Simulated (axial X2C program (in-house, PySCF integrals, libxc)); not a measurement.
# WO⁻: properties at the nuclei

Wanted for WO⁻: properties at the nuclei, at the two-component level.

Method: two-component X2C with atomic mean-field terms, W dyall-acv3z, O dyall-av3z; program: an in-house X2C program for linear molecules on PySCF integrals.

All values are calculated.

**1. Input**

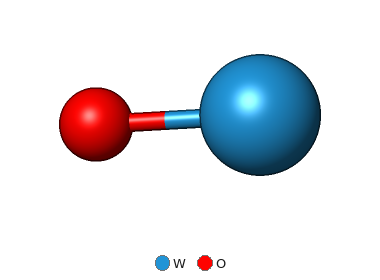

The two atoms at 1.770 Å (tungsten blue, oxygen red).

task.json reads:

```json
{"zs": [74, 8], "q": -1, "bas": ["dyall-acv3z", "dyall-av3z"], "r0": 1.77, "levels": ["PBE0", "HF", "B3LYP", "TPSSh", "r2SCAN"], "nst": 3}
```

Keys: zs atomic numbers; q charge; bas basis sets; r0 starting distance in Å; levels methods (HF also brings MP2); nst determinants followed.

Command:

```bash
$ python soeom.py task.json out
```

Nuclei are Gaussian, cores are contracted, and the Gaunt term is on.

**2. Expectation values, lowest determinant**

R = 1.703 Å. State: Ω = 1/2 (excess of +ω over −ω: ω = -1/2, ω = -3/2, ω = 5/2).

Output of the PBE0 run:

```text
two-component X2C + atomic mean field  PBE0
basis functions 248  fitting functions 1216  grid points 5075
iter        total energy     max residual
   1     -16217.579876130     3.97e-06
   2     -16217.579876132     4.69e-06
converged
one-electron -22620.00114800  Coulomb 6569.57522942  exact exchange -82.89438610  xc functional -254.20178826  nuclear repulsion 183.95355776  atomic mean-field constant -14.01134094
```

The highest occupied spinor is 45% W d, 36% W p, 15% O p.

```csv
level,Eeff magnitude (GV/cm),Ws magnitude W (kHz),A∥/gI W (MHz),qzz W (a.u.),A∥/gI O (MHz),qzz O (a.u.)
PBE0,3.34,3.8,-1090,-0.26,-115,-0.27
HF,0.981,0.675,3470,-0.58,-188,-0.48
B3LYP,0.922,0.496,-1560,-0.30,-107,-0.28
TPSSh,3.69,4.28,-1260,-0.24,-108,-0.29
r2SCAN,4.35,4.81,1160,-0.38,-119,-0.25
```

Eeff is the effective electric field on the electron dipole moment in this Ω state and Ws the scalar–pseudoscalar constant (defined with the proton number Z and per Ω); A∥ is the parallel hyperfine constant, which follows by multiplying with the nuclear g factor gI = μI/(I μN); qzz is the electric field gradient, eQq0 = 234.96 MHz × Q/barn × qzz. The operators were transformed with the bare-nucleus X2C matrices.

**3. Expectation values, a higher determinant**

R = 1.703 Å. State: Ω = 5/2 (excess of +ω over −ω: ω = 5/2), 0.28 eV above the lowest in the PBE0 search for states (made at or near this distance, with looser thresholds).

Output of the PBE0 run:

```text
two-component X2C + atomic mean field  PBE0
basis functions 248  fitting functions 1216  grid points 5075
iter        total energy     max residual
   1     -16217.569490007     6.39e-06
   2     -16217.569490009     1.65e-05
   3     -16217.569490016     4.41e-06
   4     -16217.569490018     2.90e-06
   5     -16217.569490020     2.77e-06
   6     -16217.569490022     1.17e-06
converged
one-electron -22620.05535729  Coulomb 6569.62822962  exact exchange -82.88939305  xc functional -254.19518612  nuclear repulsion 183.95355776  atomic mean-field constant -14.01134094
```

The highest occupied spinor is 53% W d, 29% W p, 13% O p.

```csv
level,Eeff magnitude (GV/cm),Ws magnitude W (kHz),A∥/gI W (MHz),qzz W (a.u.),A∥/gI O (MHz),qzz O (a.u.)
PBE0,3.07,0.581,439,0.59,16.5,-0.23
HF,30.8,13.9,1400,3.30,-13.5,-0.46
B3LYP,2.48,0.633,471,1.92,9.4,-0.25
TPSSh,6.75,1.07,359,0.51,15.4,-0.27
r2SCAN,12.1,3.37,766,-0.24,18.1,-0.24
```

**4. Expectation values, a higher determinant**

R = 1.703 Å. State: Ω = 3/2 (excess of +ω over −ω: ω = 1/2, ω = -3/2, ω = 5/2), 0.44 eV above the lowest in the PBE0 search for states (made at or near this distance, with looser thresholds).

Output of the PBE0 run:

```text
two-component X2C + atomic mean field  PBE0
basis functions 248  fitting functions 1216  grid points 5075
iter        total energy     max residual
   1     -16217.563541038     6.51e-06
   2     -16217.563541036     2.10e-05
   3     -16217.563541045     2.37e-06
   4     -16217.563541046     1.89e-06
converged
one-electron -22618.52929159  Coulomb 6568.07740449  exact exchange -82.88171967  xc functional -254.17215109  nuclear repulsion 183.95355776  atomic mean-field constant -14.01134094
```

The highest occupied spinor is 42% W p, 41% W d, 10% O p.

```csv
level,Eeff magnitude (GV/cm),Ws magnitude W (kHz),A∥/gI W (MHz),qzz W (a.u.),A∥/gI O (MHz),qzz O (a.u.)
PBE0,20.2,13.9,1010,-1.27,15.8,-0.39
HF,7.58,2.36,2950,-4.60,-31.4,-0.87
B3LYP,16.3,11.1,725,-1.33,13.7,-0.40
TPSSh,22.9,15.9,906,-1.15,21.8,-0.39
r2SCAN,28.2,19.5,1520,-1.26,18.3,-0.37
```

**5. Results**

| quantity | value |
| --- | --- |
| lowest determinant | Ω = 1/2 (excess of +ω over −ω: ω = -1/2, ω = -3/2, ω = 5/2) |
| Eeff magnitude (GV/cm), PBE0 | 3.34 |
| Ws magnitude W (kHz), PBE0 | 3.8 |
| A∥/gI W (MHz), PBE0 | -1090 |
| qzz W (a.u.), PBE0 | -0.26 |
| higher determinant | Ω = 5/2 (excess of +ω over −ω: ω = 5/2) |
| Eeff magnitude (GV/cm), PBE0, higher determinant | 3.07 |
| Ws magnitude W (kHz), PBE0, higher determinant | 0.581 |
| A∥/gI W (MHz), PBE0, higher determinant | 439 |
| qzz W (a.u.), PBE0, higher determinant | 0.59 |
| higher determinant | Ω = 3/2 (excess of +ω over −ω: ω = 1/2, ω = -3/2, ω = 5/2) |
| Eeff magnitude (GV/cm), PBE0, higher determinant | 20.2 |
| Ws magnitude W (kHz), PBE0, higher determinant | 13.9 |
| A∥/gI W (MHz), PBE0, higher determinant | 1010 |
| qzz W (a.u.), PBE0, higher determinant | -1.27 |

In words: In the first state, the effective field runs from 0.922 to 4.35 GV/cm over the mean-field levels, so the levels don't agree on it. The expectation values come from single determinants, which for open shells can mix terms of unlike spin or miss the lowest Ω, so a determinant need not be a state. Eeff is the effective electric field on the electron dipole moment in this Ω state and Ws the scalar–pseudoscalar constant (defined with the proton number Z and per Ω); A∥ is the parallel hyperfine constant, which follows by multiplying with the nuclear g factor gI = μI/(I μN); qzz is the electric field gradient, eQq0 = 234.96 MHz × Q/barn × qzz. The operators were transformed with the bare-nucleus X2C matrices.
